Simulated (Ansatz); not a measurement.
**Molecular dynamics, with input and output: CH7ClSi (part 3 of 3)**

CH7ClSi; UKS B3LYP/def2-SVP (Ansatz 0.2.0). It belongs to a series of runs on one base structure; here: dynamics from the highest image of the converged band.

Geometry of the input (Å):
```
Si -1.0071  0.1420  -0.3892
Cl 0.3992  -1.6210  -1.7041
H  -1.0112  0.8545  -1.6837
H  -1.4237  1.1811  0.6153
H  -1.8807  -1.0162  -0.1086
H  0.6763  -0.5752  -0.3054
C  0.8870  0.1698  0.6920
H  1.8802  -0.3157  0.6540
H  0.4385  -0.0687  1.6654
H  1.0419  1.2491  0.5643
```

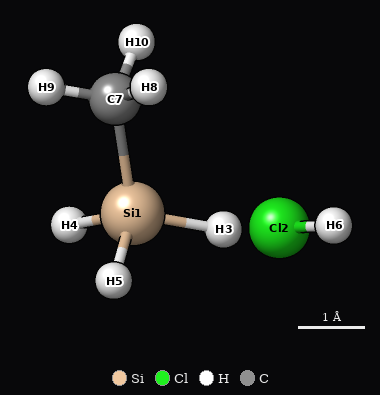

Figure 1. The geometry at step 110 of the log (ball-and-stick view, seen at a tilt; atoms are numbered from 1 in the order of the input).

**Trajectory as extended XYZ, continued**
```
10
Properties=species:S:1:pos:R:3:forces:R:3 step=20 time_fs=10.0 energy=-21543.57043 temperature=164.8
Si   -1.0055    0.1376   -0.3803    0.5938   1.5288   1.2672
Cl    0.4029   -1.6094   -1.6926    0.4809  -0.5672  -0.1455
H    -0.8771    0.8331   -1.6641   -0.1277  -0.0244  -0.2829
H    -1.4914    1.2508    0.5493   -0.0237  -0.3376  -0.1387
H    -1.8924   -0.9927   -0.1142   -0.1250  -0.3199  -0.0434
H     0.6587   -0.7553   -0.4326    0.1268  -0.3971  -0.6569
C     0.8690    0.1605    0.6622   -0.6925  -0.1311  -0.0680
H     1.8500   -0.3678    0.5528   -0.4867   0.1997  -0.0348
H     0.4692   -0.0706    1.6612    0.1626   0.0690   0.0758
H     1.0452    1.2402    0.5523    0.0915  -0.0202   0.0273
10
Properties=species:S:1:pos:R:3:forces:R:3 step=30 time_fs=15.0 energy=-21543.82451 temperature=409.2
Si   -0.9988    0.1486   -0.3654    0.6168   1.6212   1.9307
Cl    0.4085   -1.6091   -1.6890    0.2265  -2.6822  -3.0155
H    -0.8525    0.7875   -1.6929   -0.1956  -0.0971  -0.0458
H    -1.5535    1.2347    0.5249   -0.1823  -0.0799  -0.1081
H    -1.8917   -1.0167   -0.1431    0.1251  -0.0246  -0.1707
H     0.6813   -0.9266   -0.6659    0.9575   0.6549   1.4155
C     0.8349    0.1556    0.6466   -1.6866   0.8883   0.2330
H     1.7773   -0.3686    0.4970    0.1738  -0.5025  -0.4595
H     0.5409   -0.0609    1.6886    0.0067   0.2176  -0.0112
H     1.0819    1.2263    0.5418   -0.0419   0.0042   0.2317
10
Properties=species:S:1:pos:R:3:forces:R:3 step=40 time_fs=20.0 energy=-21544.18145 temperature=754.0
Si   -0.9871    0.1724   -0.3357    0.1147   0.5112   0.7611
Cl    0.4157   -1.6248   -1.7031    0.9171  -1.2867  -0.9015
H    -0.8709    0.7236   -1.7272   -0.1055   0.0202   0.4102
H    -1.6582    1.2056    0.4832   -0.2293   0.3516   0.2131
H    -1.8630   -1.0468   -0.2045    0.3222   0.3080   0.0228
H     0.9089   -0.9850   -0.6382   -0.1098  -0.6723  -0.8282
C     0.7731    0.1647    0.6344   -0.0818   0.4406   0.1996
H     1.6974   -0.4409    0.3649   -0.6841   0.4919   0.3423
H     0.6141   -0.0124    1.7130   -0.1586  -0.1771  -0.1032
H     1.1137    1.2135    0.5729    0.0151   0.0128  -0.1163
10
Properties=species:S:1:pos:R:3:forces:R:3 step=50 time_fs=25.0 energy=-21544.34394 temperature=912.0
Si   -0.9748    0.2022   -0.2981   -0.9075   1.0727   0.9490
Cl    0.4284   -1.6517   -1.7267    1.4550  -0.8646  -0.1795
H    -0.9121    0.6708   -1.6881    0.1028   0.3995  -0.1408
H    -1.8010    1.2345    0.4741    0.3496  -0.2173  -0.1423
H    -1.7739   -1.0258   -0.2592   -0.1645  -0.2941   0.2943
H     1.1398   -1.1274   -0.6943   -0.8264  -1.0094  -1.6332
C     0.7048    0.1864    0.6282   -0.1732   1.2867   0.8577
H     1.5219   -0.4434    0.2904    0.6945  -0.1865   0.2424
H     0.6485    0.0022    1.7151   -0.3803  -0.2050  -0.0613
H     1.1438    1.2026    0.5831   -0.1500   0.0180  -0.1863
10
Properties=species:S:1:pos:R:3:forces:R:3 step=60 time_fs=30.0 energy=-21544.62822 temperature=1185.6
Si   -0.9704    0.2401   -0.2535   -1.9150   0.4702  -0.1491
Cl    0.4463   -1.6863   -1.7565   -0.9760  -1.5625  -2.4636
H    -0.9321    0.7010   -1.6638    0.1644   0.2353   0.0285
H    -1.8764    1.2292    0.4450    0.2347  -0.0587   0.0805
H    -1.7084   -1.0510   -0.2495   -0.0599   0.0480   0.2876
H     1.3381   -1.4292   -0.9512    1.6432   0.2238   1.1888
C     0.6387    0.2282    0.6365    1.9565  -0.0683   0.6615
H     1.4411   -0.4525    0.2811   -0.4010   0.2038   0.0963
H     0.5957   -0.0241    1.7069   -0.4211   0.2102   0.1195
H     1.1417    1.2042    0.5565   -0.2258   0.2981   0.1500
10
Properties=species:S:1:pos:R:3:forces:R:3 step=70 time_fs=35.0 energy=-21544.64906 temperature=1208.4
Si   -0.9815    0.2820   -0.2101   -1.8263  -0.2528  -1.2025
Cl    0.4639   -1.7310   -1.7987    3.1986  -0.7072   0.8573
H    -0.9158    0.7841   -1.6319    0.0707  -0.1067   0.2991
H    -1.9068    1.2189    0.4399   -0.2555   0.4017   0.4462
H    -1.6589   -1.0666   -0.1752    0.0385   0.3835   0.0800
H     1.7060   -1.6997   -1.0740   -2.6644  -0.2008  -1.7320
C     0.6057    0.2731    0.6599    1.0999   0.4658   1.1400
H     1.3152   -0.4456    0.2829    0.3502  -0.3463  -0.2366
H     0.4527   -0.0038    1.7195    0.0449   0.3798  -0.0054
H     1.0885    1.2619    0.5638   -0.0563  -0.0170   0.3539
10
Properties=species:S:1:pos:R:3:forces:R:3 step=80 time_fs=40.0 energy=-21544.95827 temperature=1508.0
Si   -1.0081    0.3233   -0.1752   -1.3600   0.9014   0.0493
Cl    0.4977   -1.7805   -1.8383   -2.8086   0.1211  -1.4176
H    -0.8839    0.8502   -1.5496   -0.0862  -0.0916  -0.3290
H    -1.9710    1.2764    0.5188    0.2561  -0.2107  -0.0889
H    -1.6108   -1.0143   -0.0820   -0.2956  -0.2733  -0.1484
H     1.6332   -2.0210   -1.5054    3.1087  -0.6817   0.8589
C     0.5963    0.3233    0.7028    0.2953  -0.2541   0.2922
H     1.2327   -0.4710    0.2618    0.0353   0.5545   0.4858
H     0.3187    0.0929    1.7412    0.4595  -0.0549   0.2084
H     1.0304    1.3271    0.6452    0.3956  -0.0107   0.0892
10
Properties=species:S:1:pos:R:3:forces:R:3 step=90 time_fs=45.0 energy=-21544.98879 temperature=1536.4
Si   -1.0460    0.3710   -0.1407   -0.3951   0.5807   0.3444
Cl    0.5261   -1.8318   -1.8830    2.7382  -1.4992  -0.3196
H    -0.8724    0.8905   -1.5259   -0.2308  -0.1969  -0.1414
H    -1.9909    1.3008    0.5871    0.0964  -0.1268  -0.1959
H    -1.6201   -1.0017   -0.0226   -0.1099   0.0616  -0.2850
H     1.8212   -2.4167   -1.8892   -2.5877   1.1824   0.0084
C     0.5913    0.3733    0.7549   -0.8659   0.7880   0.6498
H     1.1910   -0.4157    0.3242    0.6622  -0.2242   0.1122
H     0.2875    0.1820    1.7999    0.4758  -0.2907   0.0246
H     1.0508    1.3776    0.7477    0.2168  -0.2750  -0.1977
10
Properties=species:S:1:pos:R:3:forces:R:3 step=100 time_fs=50.0 energy=-21545.31336 temperature=1847.6
Si   -1.0871    0.4232   -0.1039    0.6906  -0.3685  -0.1057
Cl    0.5669   -1.8912   -1.9308    0.2885  -0.3524  -0.2536
H    -0.9127    0.8869   -1.5312   -0.2000  -0.1600   0.2911
H    -1.9993    1.3076    0.6205   -0.4617   0.4188   0.1324
H    -1.6566   -0.9767   -0.0263    0.0792   0.3616  -0.1804
H     1.6082   -2.6044   -2.2425   -0.2025   0.1659   0.0770
C     0.5741    0.4327    0.8168    0.2037  -0.5196   0.0198
H     1.2568   -0.3630    0.4341   -0.3451   0.3742   0.1405
H     0.3598    0.2100    1.8746    0.0441  -0.0855   0.0668
H     1.1236    1.3839    0.8095   -0.0968   0.1654  -0.1879
10
Properties=species:S:1:pos:R:3:forces:R:3 step=110 time_fs=55.0 energy=-21545.26191 temperature=1798.2
Si   -1.1234    0.4738   -0.0666    0.5730   0.3214   0.8857
Cl    0.6096   -1.9514   -1.9784    0.4200  -0.5484  -0.4335
H    -0.9954    0.8539   -1.4888    0.0731   0.2553  -0.1764
H    -2.0861    1.3848    0.6642    0.1849  -0.1494  -0.2910
H    -1.6841   -0.8890   -0.0692   -0.1463  -0.3171   0.1120
H     1.3518   -2.8072   -2.6440   -0.3683   0.4537   0.3534
C     0.5584    0.4864    0.8817    0.2397   0.0052   0.2712
H     1.2789   -0.2660    0.5541   -0.0727  -0.4725  -0.5826
H     0.4439    0.2235    1.9543   -0.3424   0.3243  -0.1493
H     1.1656    1.4135    0.8305   -0.5610   0.1275   0.0106
10
Properties=species:S:1:pos:R:3:forces:R:3 step=120 time_fs=60.0 energy=-21545.10332 temperature=1646.8
Si   -1.1546    0.5260   -0.0229    0.4734  -0.1763   0.5676
Cl    0.6521   -2.0139   -2.0288    0.9049  -1.8438  -1.8221
H    -1.0630    0.8732   -1.4702    0.2544   0.3009   0.0670
H    -2.1450    1.4416    0.6530    0.2063  -0.1294  -0.1380
H    -1.7360   -0.8510   -0.0877    0.0332   0.0129   0.2947
H     1.1158   -2.9555   -2.9673   -0.8716   1.7997   1.7916
C     0.5478    0.5369    0.9487   -0.0269  -0.5623  -0.8262
H     1.2567   -0.2359    0.5659   -0.4531   0.1910  -0.1287
H     0.4539    0.2998    2.0159   -0.3518   0.1434   0.1622
H     1.0960    1.4831    0.8494   -0.1686   0.2639   0.0319
10
Properties=species:S:1:pos:R:3:forces:R:3 step=130 time_fs=65.0 energy=-21545.16155 temperature=1704.0
Si   -1.1814    0.5766    0.0253    0.7796  -0.7771  -0.1716
Cl    0.6996   -2.0845   -2.0866    0.0041   1.8603   2.4083
H    -1.0729    0.9590   -1.4348    0.2716   0.0733   0.3817
H    -2.1688    1.4802    0.6175   -0.2952   0.3583   0.3483
H    -1.7817   -0.8127   -0.0406    0.1696   0.2975   0.2431
H     0.7112   -2.8308   -3.0412    0.0230  -1.8818  -2.4181
C     0.5342    0.5805    1.0025   -1.3715   0.6464  -0.5783
H     1.1602   -0.1891    0.5394    0.2994  -0.0432   0.1507
H     0.3888    0.4103    2.0893    0.0347  -0.1512  -0.3664
H     0.9781    1.5911    0.8760    0.0848  -0.3826   0.0023
10
Properties=species:S:1:pos:R:3:forces:R:3 step=140 time_fs=70.0 energy=-21545.01951 temperature=1566.8
Si   -1.2022    0.6221    0.0734    0.3188   0.4448   0.6057
Cl    0.7465   -2.1503   -2.1386   -0.8664  -1.6245  -2.6045
H    -1.0200    1.0663   -1.3291    0.1715  -0.0051  -0.1872
H    -2.2328    1.5759    0.6451    0.3228  -0.2176   0.0543
H    -1.7973   -0.7255    0.0613   -0.1312  -0.3305   0.0256
H     0.3366   -2.8757   -3.3175    0.8836   1.6230   2.6137
C     0.4953    0.6330    1.0423   -1.5512   0.1562  -1.0999
H     1.1122   -0.1379    0.5504    0.2203   0.1718   0.4115
H     0.3244    0.4846    2.1094    0.1469  -0.3613   0.2414
H     0.8877    1.6420    0.9010    0.4849   0.1432  -0.0606
10
Properties=species:S:1:pos:R:3:forces:R:3 step=150 time_fs=75.0 energy=-21545.32472 temperature=1860.0
Si   -1.2201    0.6702    0.1257    0.0263   0.2979   0.1983
Cl    0.7890   -2.2241   -2.2034    1.2526   0.7517   1.7199
H    -0.9306    1.1682   -1.2517   -0.1375  -0.2393  -0.1212
H    -2.2370    1.6350    0.6930    0.2541  -0.1905   0.0265
H    -1.8328   -0.6914    0.1696    0.0105   0.0361  -0.1852
H     0.1180   -2.6436   -3.1449   -1.2465  -0.7390  -1.6997
C     0.4278    0.6912    1.0645   -0.1420   0.2514   0.1074
H     1.1174   -0.0600    0.6420   -0.0688   0.0338   0.0500
H     0.2950    0.4892    2.1485    0.1125   0.0997  -0.3028
H     0.8884    1.6930    0.9211   -0.0612  -0.3017   0.2069
10
Properties=species:S:1:pos:R:3:forces:R:3 step=160 time_fs=80.0 energy=-21545.17231 temperature=1713.2
Si   -1.2375    0.7205    0.1792   -0.0051  -0.3586  -0.8160
Cl    0.8359   -2.2968   -2.2641   -1.8503  -0.2453  -1.4226
H    -0.8738    1.2160   -1.2014   -0.4211  -0.3310   0.0731
H    -2.1960    1.6632    0.7543   -0.4012   0.3821   0.2392
H    -1.8670   -0.6528    0.2366    0.1349   0.3017  -0.2466
H    -0.2531   -2.4478   -3.1110    1.8443   0.2727   1.4541
C     0.3575    0.7524    1.0869    1.3815  -0.3975   0.7143
H     1.1097    0.0235    0.7437   -0.2500  -0.2234  -0.4436
H     0.2831    0.5084    2.1520   -0.2540   0.2238   0.3405
H     0.8875    1.7063    0.9809   -0.1792   0.3754   0.1077
10
Properties=species:S:1:pos:R:3:forces:R:3 step=170 time_fs=85.0 energy=-21545.27307 temperature=1809.4
Si   -1.2558    0.7692    0.2270   -0.9235   0.6671  -0.3428
Cl    0.8746   -2.3693   -2.3295   -1.3411   0.1606  -0.5963
H    -0.9090    1.1940   -1.1491   -0.3135  -0.0074  -0.3563
H    -2.2196    1.7519    0.8541    0.1057  -0.1952  -0.2442
H    -1.8793   -0.5640    0.2492   -0.1679  -0.3415  -0.0873
H    -0.3364   -2.2488   -2.9009    1.3288  -0.1240   0.6350
C     0.3135    0.8075    1.1245    1.9468  -0.2535   1.3665
H     1.0463    0.0645    0.7552   -0.2064   0.0110  -0.1923
H     0.2213    0.5775    2.2039   -0.1629   0.0837  -0.0968
H     0.8405    1.7788    1.0658   -0.2660  -0.0010  -0.0854
10
Properties=species:S:1:pos:R:3:forces:R:3 step=180 time_fs=90.0 energy=-21545.34389 temperature=1877.1
Si   -1.2813    0.8223    0.2712   -1.0094   0.2697  -0.4863
Cl    0.9091   -2.4425   -2.3983    0.5530  -0.1614   0.1240
H    -1.0186    1.1651   -1.1622   -0.1297   0.1260   0.0180
H    -2.2331    1.8090    0.9067    0.0488  -0.1992  -0.2839
H    -1.9192   -0.5310    0.2422    0.0163   0.0165   0.1424
H    -0.2778   -2.0180   -2.5656   -0.5703   0.2034  -0.0830
C     0.3040    0.8578    1.1864    0.3239   0.0338   0.4127
H     0.9486    0.0995    0.7222    0.3832   0.0483   0.2674
H     0.1261    0.6599    2.2525    0.1783  -0.2823   0.0641
H     0.7457    1.8635    1.1316    0.2060  -0.0546  -0.1754
10
Properties=species:S:1:pos:R:3:forces:R:3 step=190 time_fs=95.0 energy=-21545.04145 temperature=1587.8
Si   -1.3147    0.8773    0.3110   -0.2769  -0.7188  -0.8823
Cl    0.9456   -2.5150   -2.4650   -2.6573   1.5637   0.4083
H    -1.1572    1.1649   -1.1715    0.1290   0.1713   0.3984
H    -2.2478    1.8338    0.9032   -0.4687   0.3681   0.1468
H    -1.9569   -0.4979    0.2676    0.1659   0.2871   0.2842
H    -0.2884   -1.8040   -2.2937    2.6352  -1.5253  -0.3747
C     0.3028    0.9079    1.2565   -0.6490  -0.0218  -0.5446
H     0.9277    0.1519    0.7513    0.3781   0.1947   0.4960
H     0.0699    0.6859    2.3091    0.3796  -0.1569  -0.0144
H     0.6918    1.9332    1.1629    0.3643  -0.1621   0.0824
10
Properties=species:S:1:pos:R:3:forces:R:3 step=200 time_fs=100.0 energy=-21545.19870 temperature=1740.9
Si   -1.3513    0.9278    0.3446   -0.2622   0.1600   0.3242
Cl    0.9691   -2.5803   -2.5303    2.3811  -2.1480  -1.3275
H    -1.2655    1.2070   -1.1084    0.3542   0.2429  -0.1937
H    -2.3419    1.9156    0.9173    0.2398  -0.2080  -0.0529
H    -1.9653   -0.4172    0.3571   -0.1197  -0.3183   0.2393
H     0.1498   -1.8329   -2.0640   -2.3967   2.1625   1.3371
C     0.2899    0.9581    1.3173   -0.5220   0.0366  -0.6598
H     0.9960    0.2380    0.8813    0.0958  -0.0590   0.0259
H     0.0948    0.6797    2.3660    0.1357   0.2166  -0.0297
H     0.7169    1.9695    1.2141    0.0939  -0.0853   0.3372
```

**Summary**

| quantity | value |
| --- | --- |
| outcome | finished |
| mean temperature over the second half | 1733 K |
| trajectory | 200 steps, 100 fs |
| ensemble | nve |
| temperature in the input | 100.0 K |
| time step | 0.5 fs |
| potential energy (last step) | −21545.1990 eV |
| mean-field energy (last step) | −21545.1990 eV |
| largest force (length of the vector) (last step) | 3.494 eV/Å |
| wall time | 7.9 min (CPU time 15 min) |
| peak memory | 0.22 GiB |

So short a trajectory is not equilibrated.
